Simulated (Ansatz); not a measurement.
# AlRh: how the settings move a relaxation

How sensitive is a relaxation of AlRh to its settings? A reference run comes first, then one run with altered input.

Computed with Ansatz 0.2.0 (reference: DFT, r2SCAN, PAW with Ansatz's default frozen-core files, scalar-relativistic, unless a step's input says otherwise).

### 1 The structure to begin with

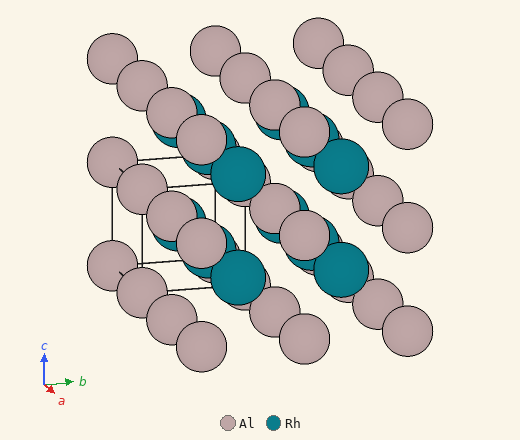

The starting structure, seen slightly off an axis (aluminium light grey, rhodium blue). 3×2×2 cells are drawn. Atoms on the faces are drawn again on the opposite ones.

As a file:

```
Al Rh
1.0
     2.97732    0.00000    0.00000
     0.00000    2.97732    0.00000
     0.00000    0.00000    2.97732
Al Rh
1 1
Direct
  0.00000 0.00000 0.00000
  0.50000 0.50000 0.50000
```

### 2 Reference

File input.yaml:

```yaml
crystal:
  lattice:
    - [2.97732247, 0.0, 0.0]
    - [0.0, 2.97732247, 0.0]
    - [0.0, 0.0, 2.97732247]
  atoms:
    - { symbol: Al, position: [0.0, 0.0, 0.0] }
    - { symbol: Rh, position: [0.5, 0.5, 0.5] }
kpoints:
  mp_grid: { grid: [14, 14, 14] }
scf:
  occupations: { method: fermi_dirac, width: 0.05 }
hamiltonian:
  xc: r2scan
  pseudopotentials: { kind: paw }
output:
  forces: true
  stress: true
relax:
  f_tol: 0.005
  max_steps: 50
  cell: {}
```

The run is started by

```sh
$ ansatz run input.yaml --threads 1 --pin off --max-ram 2048MiB --backend cpu --events-out ev --progress --plain --runs-dir out
```

Excerpt of the output:

```text
[...]
Basis set: ecut = 500 eV, 691 PW (Γ), exchange–correlation on 96×96×96 points (64 copies of the dense FFT grid, shifted against one another)
[...]
k-points: 120 of 2744
[...]
SCF iter   1: F=—  HF=-6958.001580 eV  |F-HF|=—  |Δ(HF+E_count)|=         —  Δρ=7.78e-3  dr2=1.06e-2  dr2_τ=2.30e-2  ethr=1.77e-3  ⟨swp⟩=5.4  Hψ=8668  notcnv=0
preconditioner: auto → none  [insulator: Δε(μ)=0.146 eV  Ē_g=9.933 eV  σ=0.050 eV  W_gap=0.60  n_scr=6 (ndim 8)  ℏωp=25.0 eV  f_vac=0.000  D(μ)=0.28/eV (n_scr^D=0)  ε∞_Penn≈7.4]
SCF iter   2: F=—  HF=-6958.020844 eV  |F-HF|=—  |Δ(HF+E_count)|=   1.93e-2  Δρ=5.26e-3  dr2=3.98e-3  dr2_τ=5.26e-4  ethr=5.28e-5  ⟨swp⟩=2.0  Hψ=3835  notcnv=0  defer=5
[...]
relax step   1: F+E_penalty+E_count = -6958.02019815 eV  Δ(F+E_penalty+E_count) = +0.000e0 eV  max|allowed force component| = 5.851e-29 eV/Å  Δτ_max = 0.0000 Å  P = +0.020 GPa  Ω = 26.392 Å³  (6 SCF iters, dr2 threshold 1.00e-7 eV, accepted)
[...]
SCF iter   4: F=—  HF=-6958.020198 eV  |F-HF|=—  |Δ(HF+E_count)|=   2.62e-9  Δρ=2.04e-6  dr2=5.69e-10  dr2_τ=4.30e-11  ethr=6.45e-11  ⟨swp⟩=2.3  Hψ=2359  notcnv=0
SCF iter   5: F=-6958.020198 eV  HF=-6958.020198 eV  |F-HF|=3.64e-12  |Δ(HF+E_count)|=  4.07e-10  Δρ=2.56e-7  dr2=6.70e-12  dr2_τ=1.38e-12  ethr=1.00e-12  ⟨swp⟩=4.1  Hψ=8095  notcnv=0
[...]
relax step   2: F+E_penalty+E_count = -6958.02019818 eV  Δ(F+E_penalty+E_count) = -2.302e-8 eV  max|allowed force component| = 5.077e-29 eV/Å  Δτ_max = 0.0000 Å  P = +0.019 GPa  Ω = 26.392 Å³  stress off target by 1.90e-2 GPa  SCF on the basis re-selected at t
[...]
SCF converged after 5 iterations
Free energy (F): -6958.020198 eV
[...]
E sigma→0 (E₀):  -6958.018896 eV
[...]
Fermi energy:    17.048031 eV
[...]
  P = ⅓ Tr σ = 0.0190 GPa (0.190 kbar)
--- Relaxed structure (1 steps of the walk, 1 accepted, 1 SCFs on fresh bases) ---
[...]
```

Wall time 10 s (1 thread of AMD EPYC 7R43 (Zen 3), shared host); peak memory 0.46 GiB.

### 3 Changing settings: mixing.algorithm msr1, mixing.beta 0.5, mixing.ndim 2, accuracy high

Edit input.yaml of step 2 so:

```diff
@@ -12,2 +12,3 @@
   occupations: { method: fermi_dirac, width: 0.05 }
+  mixing: { algorithm: msr1, beta: 0.5, ndim: 2 }
 hamiltonian:
@@ -22 +23,2 @@
   cell: {}
+accuracy: high
```

The run is started by

```sh
$ ansatz run input.yaml --threads 1 --pin off --max-ram 2048MiB --backend cpu --events-out ev --progress --plain --runs-dir out
```

Standard output, cut to the lines that bear on the results:

```text
[...]
Pseudopotentials: kind: paw
Pseudopotential: Al, paw, valence charge 3, recommended cutoff 500 eV (meta_gga)
Pseudopotential: Rh, paw, valence charge 17, recommended cutoff 500 eV (meta_gga)
Functional definition: r2SCAN
[...]
Crystal: 2 atoms, lattice volume = 26.392 Å³
Basis set: ecut = 500 eV, 691 PW (Γ), exchange–correlation on 125×125×125 points (125 copies of the dense FFT grid, shifted against one another)
Bands: 14, of which v1, the nominal top of the filled ones, is band 10 counted from 1 (9 counted from 0)
Symmetry: 48 space group operations
Space group: Pm-3m (ITA 221), of the structure as read, at distance tolerance 3.0e-5 Å
k-points: 120 of 2744
[...]
SCF iter   1: F=—  HF=-6958.001580 eV  |F-HF|=—  |Δ(HF+E_count)|=         —  Δρ=7.78e-3  dr2=1.06e-2  dr2_τ=2.30e-2  ethr=1.77e-3  ⟨swp⟩=5.4  Hψ=8668  notcnv=0
[...]
relax step   1: F+E_penalty+E_count = -6958.02019809 eV  Δ(F+E_penalty+E_count) = +0.000e0 eV  max|allowed force component| = 7.078e-29 eV/Å  Δτ_max = 0.0000 Å  P = +0.019 GPa  Ω = 26.392 Å³  (9 SCF iters, dr2 threshold 1.00e-7 eV, accepted)
[...]
relax step   2: F+E_penalty+E_count = -6958.02019810 eV  Δ(F+E_penalty+E_count) = -1.910e-9 eV  max|allowed force component| = 2.731e-29 eV/Å  Δτ_max = 0.0000 Å  P = +0.019 GPa  Ω = 26.392 Å³  stress off target by 1.90e-2 GPa  SCF on the basis re-selected at this cell (its energy is not [...]
SCF converged after 5 iterations
Free energy (F): -6958.020198 eV
[...]
E sigma→0 (E₀):  -6958.018896 eV
Entropy (-TS):   -0.002605 eV (-1.303 meV/atom)
Fermi energy:    17.048032 eV
[...]
--- Forces (eV/Å), atoms counted from 1 ---
  atom   1  Al     0.00000000    -0.00000000    -0.00000000
  atom   2  Rh     0.00000000    -0.00000000    -0.00000000
[...]
--- Stress (GPa, compression-positive) ---
        0.018964      -0.000000       0.000000
       -0.000000       0.018964       0.000000
        0.000000       0.000000       0.018964
  P = ⅓ Tr σ = 0.0190 GPa (0.190 kbar)
--- Relaxed structure (1 steps of the walk, 1 accepted, 1 SCFs on fresh bases) ---
  F+E_penalty+E_count = -6958.02019810 eV   max|allowed force component| = 2.731e-29 eV/Å   (the final SCF, on the basis selected at the relaxed cell)
  cell:  # Å, volume = 26.3923 Å³
    - [2.97732247, 0.0, 0.0]
    - [0.0, 2.97732247, 0.0]
    - [0.0, 0.0, 2.97732247]
  atoms:
    - { symbol: Al, position: [0.0, 0.0, 0.0] }
    - { symbol: Rh, position: [0.5, 0.5, 0.5] }
```

Wall time 11 s (1 thread of AMD EPYC 7R43 (Zen 3), shared host); peak memory 0.54 GiB.

Changing the mixing and accuracy level hardly moves the energy: 0.0 meV/atom.

### 4 Side by side

```
                                                                    run     ending  energy change  pressure (GPa)  gap (eV)  force (eV/Å)  cycles  time
                                                              reference  converged              0             0.0      0.00          0.00      11  10 s
1: mixing.algorithm msr1, mixing.beta 0.5, mixing.ndim 2, accuracy high  converged   0.0 meV/atom             0.0      0.00          0.00      14  11 s
```

**Reading.** Changing the mixing and accuracy level hardly moves the energy: 0.0 meV/atom.
